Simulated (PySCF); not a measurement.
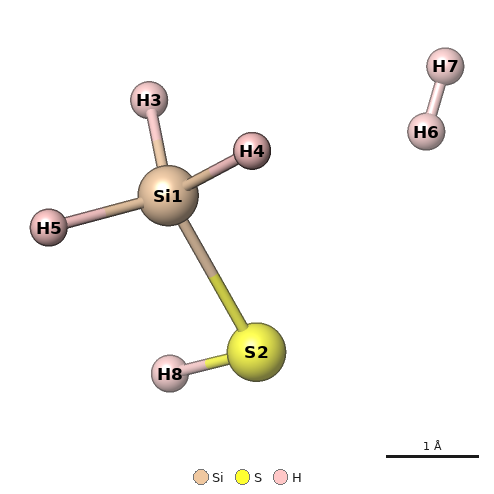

Orthographic view. Atoms fade into the background with distance from the viewer. Computed geometry: PBE0-D4/def2-TZVP optimisation. No frequency run is at hand to confirm it as a minimum.

List the bonded neighbours of every atom.

Si1: S2, H3, H4, H5
S2: Si1, H8
H3: Si1
H4: Si1
H5: Si1
H6: H7
H7: H6
H8: S2
